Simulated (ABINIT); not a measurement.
# BeTlI3 (Pm-3m): zone-centre phonons, part 3 of 3

Which modes does BeTlI3 (Pm-3m) have at the zone centre?

ABINIT 10.8.3; DFT PBEsol, scalar-relativistic, plane waves, PseudoDojo norm-conserving pseudopotentials.

So far. Step 4 (Relaxation): The volume changes by -0.1 % in this run and stands +7.8 % from the first cell. Step 6 (Zone-centre response): The acoustic modes at Γ come out as far as 1.9 cm⁻¹ from zero, where they should vanish, a small numerical error. The lowest optical mode is imaginary, 232i cm⁻¹, an instability at this level and on this k mesh. The relaxed cell has a = 5.326 Å (conventional setting).

The structure was built from a prototype and need not be the compound's stable phase.

### 7. Zone-centre analysis

anaddb reads the merged derivatives and imposes the acoustic sum rule.

anaddb.abi

```
ddb_filepath "gamma_DDB"
output_file "anaddb.abo"
outdata_prefix "anaddb"
asr 1
chneut 1
enunit 2
eivec 1
nph1l 1
qph1l 0.0 0.0 0.0 1.0
```

mrgddb.in

```
gamma_DDB
merged
2
dfpt_gammao_DDB
gso_DDB
```

Command:

```
$ mrgddb < mrgddb.in > mrgddb.log
$ OMP_NUM_THREADS=1 anaddb anaddb.abi > anaddb.log
```

anaddb.abo, the main output file:

```text
-outvars_anaddb: echo values of input variables ----------------------

 Miscellaneous information :
      enunit         2
       eivec         1
         asr         1
 First list of wavevector (reduced coord.) :
       nph1l         1
       qph1l
                     0.00000000E+00  0.00000000E+00  0.00000000E+00    1.000E+00

================================================================================

 read the DDB information and perform some checks

  ==== Info on the Cryst% object ====
 Real(R)+Recip(G) space primitive vectors, cartesian coordinates (Bohr,Bohr^-1):
 R(1)= 10.0647908  0.0000000  0.0000000  G(1)=  0.0993563  0.0000000  0.0000000
 R(2)=  0.0000000 10.0647908  0.0000000  G(2)=  0.0000000  0.0993563  0.0000000
 R(3)=  0.0000000  0.0000000 10.0647908  G(3)=  0.0000000  0.0000000  0.0993563
 Unit cell volume ucvol=  1.0195634E+03 bohr^3
 Angles (23,13,12)=  9.00000000E+01  9.00000000E+01  9.00000000E+01 degrees
 Time-reversal symmetry is present
 Reduced atomic positions [iatom, xred, symbol]:
    1)    0.0000000  0.0000000  0.0000000  Tl
    2)    0.5000000  0.5000000  0.5000000  Be
    3)    0.5000000  0.5000000  0.0000000   I
    4)    0.5000000  0.0000000  0.5000000   I
    5)    0.0000000  0.5000000  0.5000000   I

 DDB file with 3 blocks has been read.

================================================================================

 Treat the first list of vectors

  Phonon wavevector (reduced coordinates) :  0.00000  0.00000  0.00000
 Phonon energies in Hartree :
  -1.056402E-03 -1.056402E-03 -1.056402E-03 -8.457499E-05 -8.457499E-05
  -8.457499E-05  2.997349E-08  3.004965E-08  3.027699E-08  2.064856E-04
   2.064856E-04  2.064856E-04  4.377222E-04  4.377222E-04  4.377222E-04
 Phonon energies in meV     :
- -2.874615E+01 -2.874615E+01 -2.874615E+01 -2.301403E+00 -2.301403E+00
- -2.301403E+00  8.156202E-04  8.176925E-04  8.238788E-04  5.618758E+00
-  5.618758E+00  5.618758E+00  1.191103E+01  1.191103E+01  1.191103E+01
 Phonon frequencies in cm-1    :
- -2.318534E+02 -2.318534E+02 -2.318534E+02 -1.856207E+01 -1.856207E+01
- -1.856207E+01  6.578421E-03  6.595135E-03  6.645030E-03  4.531834E+01
-  4.531834E+01  4.531834E+01  9.606891E+01  9.606891E+01  9.606891E+01
 Phonon frequencies in Thz     :
- -6.950789E+00 -6.950789E+00 -6.950789E+00 -5.564767E-01 -5.564767E-01
- -5.564767E-01  1.972161E-04  1.977172E-04  1.992130E-04  1.358610E+00
-  1.358610E+00  1.358610E+00  2.880074E+00  2.880074E+00  2.880074E+00
 Phonon energies in Kelvin  :
- -3.335852E+02 -3.335852E+02 -3.335852E+02 -2.670667E+01 -2.670667E+01
- -2.670667E+01  9.464879E-03  9.488928E-03  9.560716E-03  6.520298E+01
-  6.520298E+01  6.520298E+01  1.382217E+02  1.382217E+02  1.382217E+02

 Eigendisplacements
 (will be given, for each mode : in cartesian coordinates
   for each atom the real part of the displacement vector,
   then the imaginary part of the displacement vector - absolute values smaller than 1.0d-7 are set to zero)
  Mode number    1   Energy   -1.056402E-03
 Attention : low frequency mode.
   (Could be unstable or acoustic mode)
-  1  0.00000000E+00  0.00000000E+00  1.13899137E-05
-     0.00000000E+00  0.00000000E+00  0.00000000E+00
-  2  0.00000000E+00  0.00000000E+00  7.69405462E-03
-     0.00000000E+00  0.00000000E+00  0.00000000E+00
-  3  0.00000000E+00  0.00000000E+00 -2.78479402E-04
-     0.00000000E+00  0.00000000E+00  0.00000000E+00
-  4  0.00000000E+00  0.00000000E+00 -1.43196460E-04
-     0.00000000E+00  0.00000000E+00  0.00000000E+00
-  5  0.00000000E+00  0.00000000E+00 -1.43196460E-04
-     0.00000000E+00  0.00000000E+00  0.00000000E+00
  Mode number    2   Energy   -1.056402E-03
 Attention : low frequency mode.
   (Could be unstable or acoustic mode)
-  1  0.00000000E+00 -1.13899137E-05  0.00000000E+00
-     0.00000000E+00  0.00000000E+00  0.00000000E+00
-  2  0.00000000E+00 -7.69405462E-03  0.00000000E+00
-     0.00000000E+00  0.00000000E+00  0.00000000E+00
-  3  0.00000000E+00  1.43196460E-04  0.00000000E+00
-     0.00000000E+00  0.00000000E+00  0.00000000E+00
-  4  0.00000000E+00  2.78479402E-04  0.00000000E+00
-     0.00000000E+00  0.00000000E+00  0.00000000E+00
-  5  0.00000000E+00  1.43196460E-04  0.00000000E+00
-     0.00000000E+00  0.00000000E+00  0.00000000E+00
  Mode number    3   Energy   -1.056402E-03
 Attention : low frequency mode.
   (Could be unstable or acoustic mode)
-  1  1.13899137E-05  0.00000000E+00  0.00000000E+00
-     0.00000000E+00  0.00000000E+00  0.00000000E+00
-  2  7.69405462E-03  0.00000000E+00  0.00000000E+00
-     0.00000000E+00  0.00000000E+00  0.00000000E+00
-  3 -1.43196460E-04  0.00000000E+00  0.00000000E+00
-     0.00000000E+00  0.00000000E+00  0.00000000E+00
-  4 -1.43196460E-04  0.00000000E+00  0.00000000E+00
-     0.00000000E+00  0.00000000E+00  0.00000000E+00
-  5 -2.78479402E-04  0.00000000E+00  0.00000000E+00
-     0.00000000E+00  0.00000000E+00  0.00000000E+00
  Mode number    4   Energy   -8.457499E-05
 Attention : low frequency mode.
   (Could be unstable or acoustic mode)
-  1  0.00000000E+00  0.00000000E+00 -1.32669743E-03
-     0.00000000E+00  0.00000000E+00  0.00000000E+00
-  2  0.00000000E+00  0.00000000E+00  7.58545799E-04
-     0.00000000E+00  0.00000000E+00  0.00000000E+00
-  3  0.00000000E+00  0.00000000E+00  6.78576536E-04
-     0.00000000E+00  0.00000000E+00  0.00000000E+00
-  4  0.00000000E+00  0.00000000E+00  7.02394819E-04
-     0.00000000E+00  0.00000000E+00  0.00000000E+00
-  5  0.00000000E+00  0.00000000E+00  7.02394819E-04
-     0.00000000E+00  0.00000000E+00  0.00000000E+00
  Mode number    5   Energy   -8.457499E-05
 Attention : low frequency mode.
   (Could be unstable or acoustic mode)
-  1  0.00000000E+00  1.32669743E-03  0.00000000E+00
-     0.00000000E+00  0.00000000E+00  0.00000000E+00
-  2  0.00000000E+00 -7.58545799E-04  0.00000000E+00
-     0.00000000E+00  0.00000000E+00  0.00000000E+00
-  3  0.00000000E+00 -7.02394819E-04  0.00000000E+00
-     0.00000000E+00  0.00000000E+00  0.00000000E+00
-  4  0.00000000E+00 -6.78576536E-04  0.00000000E+00
-     0.00000000E+00  0.00000000E+00  0.00000000E+00
-  5  0.00000000E+00 -7.02394819E-04  0.00000000E+00
-     0.00000000E+00  0.00000000E+00  0.00000000E+00
  Mode number    6   Energy   -8.457499E-05
 Attention : low frequency mode.
   (Could be unstable or acoustic mode)
-  1  1.32669743E-03  0.00000000E+00  0.00000000E+00
-     0.00000000E+00  0.00000000E+00  0.00000000E+00
-  2 -7.58545799E-04  0.00000000E+00  0.00000000E+00
-     0.00000000E+00  0.00000000E+00  0.00000000E+00
-  3 -7.02394819E-04  0.00000000E+00  0.00000000E+00
-     0.00000000E+00  0.00000000E+00  0.00000000E+00
-  4 -7.02394819E-04  0.00000000E+00  0.00000000E+00
-     0.00000000E+00  0.00000000E+00  0.00000000E+00
-  5 -6.78576536E-04  0.00000000E+00  0.00000000E+00
-     0.00000000E+00  0.00000000E+00  0.00000000E+00
  Mode number    7   Energy    2.997349E-08
 Attention : low frequency mode.
   (Could be unstable or acoustic mode)
-  1  0.00000000E+00  0.00000000E+00 -9.61082299E-04
-     0.00000000E+00  0.00000000E+00  0.00000000E+00
-  2  0.00000000E+00  0.00000000E+00 -9.61039042E-04
-     0.00000000E+00  0.00000000E+00  0.00000000E+00
-  3  0.00000000E+00  0.00000000E+00 -9.60777481E-04
-     0.00000000E+00  0.00000000E+00  0.00000000E+00
-  4  0.00000000E+00  0.00000000E+00 -9.60854716E-04
-     0.00000000E+00  0.00000000E+00  0.00000000E+00
-  5  0.00000000E+00  0.00000000E+00 -9.60854716E-04
-     0.00000000E+00  0.00000000E+00  0.00000000E+00
  Mode number    8   Energy    3.004965E-08
 Attention : low frequency mode.
   (Could be unstable or acoustic mode)
-  1  0.00000000E+00  9.61082299E-04  0.00000000E+00
-     0.00000000E+00  0.00000000E+00  0.00000000E+00
-  2  0.00000000E+00  9.61039042E-04  0.00000000E+00
-     0.00000000E+00  0.00000000E+00  0.00000000E+00
-  3  0.00000000E+00  9.60854716E-04  0.00000000E+00
-     0.00000000E+00  0.00000000E+00  0.00000000E+00
-  4  0.00000000E+00  9.60777481E-04  0.00000000E+00
-     0.00000000E+00  0.00000000E+00  0.00000000E+00
-  5  0.00000000E+00  9.60854716E-04  0.00000000E+00
-     0.00000000E+00  0.00000000E+00  0.00000000E+00
  Mode number    9   Energy    3.027699E-08
 Attention : low frequency mode.
   (Could be unstable or acoustic mode)
-  1  9.61082299E-04  0.00000000E+00  0.00000000E+00
-     0.00000000E+00  0.00000000E+00  0.00000000E+00
-  2  9.61039042E-04  0.00000000E+00  0.00000000E+00
-     0.00000000E+00  0.00000000E+00  0.00000000E+00
-  3  9.60854716E-04  0.00000000E+00  0.00000000E+00
-     0.00000000E+00  0.00000000E+00  0.00000000E+00
-  4  9.60854716E-04  0.00000000E+00  0.00000000E+00
-     0.00000000E+00  0.00000000E+00  0.00000000E+00
-  5  9.60777481E-04  0.00000000E+00  0.00000000E+00
-     0.00000000E+00  0.00000000E+00  0.00000000E+00
  Mode number   10   Energy    2.064856E-04
-  1  0.00000000E+00  0.00000000E+00  0.00000000E+00
-     0.00000000E+00  0.00000000E+00  0.00000000E+00
-  2  0.00000000E+00  0.00000000E+00  0.00000000E+00
-     0.00000000E+00  0.00000000E+00  0.00000000E+00
-  3  0.00000000E+00  0.00000000E+00  0.00000000E+00
-     0.00000000E+00  0.00000000E+00  0.00000000E+00
-  4  0.00000000E+00  0.00000000E+00  1.47016639E-03
-     0.00000000E+00  0.00000000E+00  0.00000000E+00
-  5  0.00000000E+00  0.00000000E+00 -1.47016639E-03
-     0.00000000E+00  0.00000000E+00  0.00000000E+00
  Mode number   11   Energy    2.064856E-04
-  1  0.00000000E+00  0.00000000E+00  0.00000000E+00
-     0.00000000E+00  0.00000000E+00  0.00000000E+00
-  2  0.00000000E+00  0.00000000E+00  0.00000000E+00
-     0.00000000E+00  0.00000000E+00  0.00000000E+00
-  3  0.00000000E+00 -1.47016639E-03  0.00000000E+00
-     0.00000000E+00  0.00000000E+00  0.00000000E+00
-  4  0.00000000E+00  0.00000000E+00  0.00000000E+00
-     0.00000000E+00  0.00000000E+00  0.00000000E+00
-  5  0.00000000E+00  1.47016639E-03  0.00000000E+00
-     0.00000000E+00  0.00000000E+00  0.00000000E+00
  Mode number   12   Energy    2.064856E-04
-  1  0.00000000E+00  0.00000000E+00  0.00000000E+00
-     0.00000000E+00  0.00000000E+00  0.00000000E+00
-  2  0.00000000E+00  0.00000000E+00  0.00000000E+00
-     0.00000000E+00  0.00000000E+00  0.00000000E+00
-  3  1.47016639E-03  0.00000000E+00  0.00000000E+00
-     0.00000000E+00  0.00000000E+00  0.00000000E+00
-  4 -1.47016639E-03  0.00000000E+00  0.00000000E+00
-     0.00000000E+00  0.00000000E+00  0.00000000E+00
-  5  0.00000000E+00  0.00000000E+00  0.00000000E+00
-     0.00000000E+00  0.00000000E+00  0.00000000E+00
  Mode number   13   Energy    4.377222E-04
-  1  0.00000000E+00  0.00000000E+00  1.17924335E-05
-     0.00000000E+00  0.00000000E+00  0.00000000E+00
-  2  0.00000000E+00  0.00000000E+00 -4.16493423E-04
-     0.00000000E+00  0.00000000E+00  0.00000000E+00
-  3  0.00000000E+00  0.00000000E+00 -1.69164659E-03
-     0.00000000E+00  0.00000000E+00  0.00000000E+00
-  4  0.00000000E+00  0.00000000E+00  8.51048610E-04
-     0.00000000E+00  0.00000000E+00  0.00000000E+00
-  5  0.00000000E+00  0.00000000E+00  8.51048610E-04
-     0.00000000E+00  0.00000000E+00  0.00000000E+00
  Mode number   14   Energy    4.377222E-04
-  1  0.00000000E+00  1.17924335E-05  0.00000000E+00
-     0.00000000E+00  0.00000000E+00  0.00000000E+00
-  2  0.00000000E+00 -4.16493423E-04  0.00000000E+00
-     0.00000000E+00  0.00000000E+00  0.00000000E+00
-  3  0.00000000E+00  8.51048610E-04  0.00000000E+00
-     0.00000000E+00  0.00000000E+00  0.00000000E+00
-  4  0.00000000E+00 -1.69164659E-03  0.00000000E+00
-     0.00000000E+00  0.00000000E+00  0.00000000E+00
-  5  0.00000000E+00  8.51048610E-04  0.00000000E+00
-     0.00000000E+00  0.00000000E+00  0.00000000E+00
  Mode number   15   Energy    4.377222E-04
-  1  1.17924335E-05  0.00000000E+00  0.00000000E+00
-     0.00000000E+00  0.00000000E+00  0.00000000E+00
-  2 -4.16493423E-04  0.00000000E+00  0.00000000E+00
-     0.00000000E+00  0.00000000E+00  0.00000000E+00
-  3  8.51048610E-04  0.00000000E+00  0.00000000E+00
-     0.00000000E+00  0.00000000E+00  0.00000000E+00
-  4  8.51048610E-04  0.00000000E+00  0.00000000E+00
-     0.00000000E+00  0.00000000E+00  0.00000000E+00
-  5 -1.69164659E-03  0.00000000E+00  0.00000000E+00
-     0.00000000E+00  0.00000000E+00  0.00000000E+00

 Analysis of degeneracies and characters (maximum tolerance=1.00E-06 a.u.)
 For each vibration mode, or group of modes if degenerate,
 the characters are given for each symmetry operation (see the list in the log file).
 Symmetry characters of vibration mode #   1
       degenerate with vibration modes #   2 to    3
  3.0 -3.0 -1.0  1.0 -1.0  1.0 -1.0  1.0  1.0 -1.0 -1.0  1.0  1.0 -1.0 -1.0  1.0
 -0.0  0.0 -0.0  0.0 -0.0  0.0  0.0 -0.0  1.0 -1.0 -1.0  1.0 -1.0  1.0  1.0 -1.0
 -0.0  0.0 -0.0  0.0  0.0 -0.0 -0.0  0.0  1.0 -1.0  1.0 -1.0 -1.0  1.0 -1.0  1.0
 Symmetry characters of vibration mode #   4
       degenerate with vibration modes #   5 to    6
  3.0 -3.0 -1.0  1.0 -1.0  1.0 -1.0  1.0  1.0 -1.0 -1.0  1.0  1.0 -1.0 -1.0  1.0
  0.0 -0.0  0.0 -0.0  0.0 -0.0 -0.0  0.0  1.0 -1.0 -1.0  1.0 -1.0  1.0  1.0 -1.0
  0.0 -0.0  0.0 -0.0 -0.0  0.0  0.0 -0.0  1.0 -1.0  1.0 -1.0 -1.0  1.0 -1.0  1.0
 Symmetry characters of vibration mode #   7
       degenerate with vibration modes #   8 to    9
  3.0 -3.0 -1.0  1.0 -1.0  1.0 -1.0  1.0  1.0 -1.0 -1.0  1.0  1.0 -1.0 -1.0  1.0
 -0.0  0.0  0.0 -0.0 -0.0  0.0  0.0 -0.0  1.0 -1.0 -1.0  1.0 -1.0  1.0  1.0 -1.0
 -0.0  0.0 -0.0  0.0  0.0 -0.0  0.0 -0.0  1.0 -1.0  1.0 -1.0 -1.0  1.0 -1.0  1.0
 Symmetry characters of vibration mode #  10
       degenerate with vibration modes #  11 to   12
  3.0 -3.0 -1.0  1.0 -1.0  1.0 -1.0  1.0 -1.0  1.0  1.0 -1.0 -1.0  1.0  1.0 -1.0
 -0.0  0.0  0.0 -0.0 -0.0  0.0  0.0 -0.0 -1.0  1.0  1.0 -1.0  1.0 -1.0 -1.0  1.0
 -0.0  0.0 -0.0  0.0  0.0 -0.0  0.0 -0.0 -1.0  1.0 -1.0  1.0  1.0 -1.0  1.0 -1.0
 Symmetry characters of vibration mode #  13
       degenerate with vibration modes #  14 to   15
  3.0 -3.0 -1.0  1.0 -1.0  1.0 -1.0  1.0  1.0 -1.0 -1.0  1.0  1.0 -1.0 -1.0  1.0
  0.0 -0.0  0.0 -0.0 -0.0  0.0 -0.0  0.0  1.0 -1.0 -1.0  1.0 -1.0  1.0  1.0 -1.0
  0.0 -0.0 -0.0  0.0 -0.0  0.0  0.0 -0.0  1.0 -1.0  1.0 -1.0 -1.0  1.0 -1.0  1.0
-
```

Run time: 0.52 s. Hardware: 1 thread of Arm Neoverse V2, shared host.

Numbers from this step:

```
highest optical zone-centre mode (no LO-TO term) : 96.07 cm⁻¹
lowest optical zone-centre mode                  : -231.8 cm⁻¹
```

No LO-TO term; unit eigenvectors of the mass-weighted matrix, from anaddb's displacements. Modes at Γ, with each element's share of the kinetic energy (negative means imaginary):

| mode | frequency (cm⁻¹) | symmetry | Tl % | Be % | I % |
| --- | --- | --- | --- | --- | --- |
| 1 | -231.9 | T1u | 0 | 97 | 3 |
| 2 | -231.9 | T1u | 0 | 97 | 3 |
| 3 | -231.9 | T1u | 0 | 97 | 3 |
| 4 | -18.6 | T1u | 66 | 1 | 33 |
| 5 | -18.6 | T1u | 66 | 1 | 33 |
| 6 | -18.6 | T1u | 66 | 1 | 33 |
| 7 | 0.0 | acoustic | 34 | 2 | 64 |
| 8 | 0.0 | acoustic | 34 | 2 | 64 |
| 9 | 0.0 | acoustic | 34 | 2 | 64 |
| 10 | 45.3 | T2u | 0 | 0 | 100 |
| 11 | 45.3 | T2u | 0 | 0 | 100 |
| 12 | 45.3 | T2u | 0 | 0 | 100 |
| 13 | 96.1 | T1u | 0 | 0 | 100 |
| 14 | 96.1 | T1u | 0 | 0 | 100 |
| 15 | 96.1 | T1u | 0 | 0 | 100 |

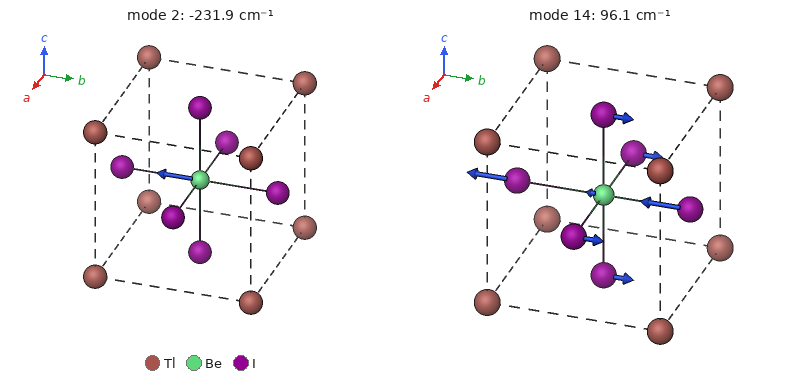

Displacement patterns of modes 2 and 14 at Γ; arrows are exaggerated. Some periodic images of atoms are drawn too.

The rule also moves an optical mode by 0.5 cm⁻¹.

### 8. Outcome

| Quantity | Value |
| --- | --- |
| space group after relaxation | Pm-3m |
| volume per atom | 30.2 Å³ |
| highest optical zone-centre mode (no LO-TO term) | 96.1 cm⁻¹ |
| lowest optical zone-centre mode | -231.8 cm⁻¹ |
| imaginary optical modes at the zone centre (no q mesh in this session) | yes |

What this shows: At the PBEsol level the optical modes of BeTlI3 (Pm-3m) at the zone centre run from 232i to 96 cm⁻¹, so the structure is a saddle point, with 6 modes beyond 10i cm⁻¹ there. These are harmonic frequencies at zero temperature: anharmonic shifts and linewidths and thermal expansion are left out. Spin-orbit coupling is left out, which can matter for the heavy elements here. The gap is closed at this level, which can be the usual underestimate of semilocal functionals and leaves polar modes without their LO-TO splitting; the narrow smearing kept for a small-gap crystal asks for a denser k mesh than was used. The structure is a hypothetical one, built on a prototype.

[Host names and launcher messages were left out of these logs when they were recorded.]

[Logs are printed without paths, hosts, clocks, repeated set-up lines and the standing remarks that a program may print on its own settings, such as how far it seeks lower states.]

[Hosts, paths, dates, database ids (printed as entryN), source tags and the programs' standing remarks are cut or masked in the printed files.]
